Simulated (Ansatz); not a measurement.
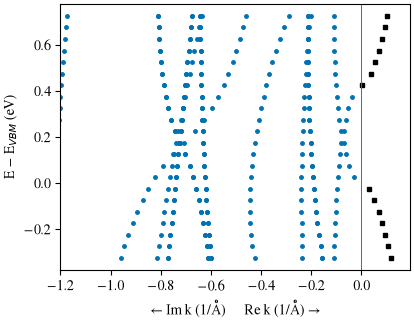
Fig. 1. Complex bands at the centre of the two-dimensional zone; Ansatz (a quantum-chemistry and plane-wave program) with r2SCAN

The gap is the functional's own, uncorrected, and κ follows it; spin-orbit coupling is left out. Mid-gap means the computed energy nearest the middle.

**Question.** This is Bi$_{2}$Se$_{3}$ (R-3m, 5 atoms a cell, 28.2 Å³ an atom) along the normal of (101). Read off the slowest decay at the centre of the two-dimensional zone at 0.23 eV, the computed energy nearest the middle of the gap.

**Answer.** κ ≈ 0.07 1/Å, a decay length 1/(2κ) of the density of 7.2 Å.
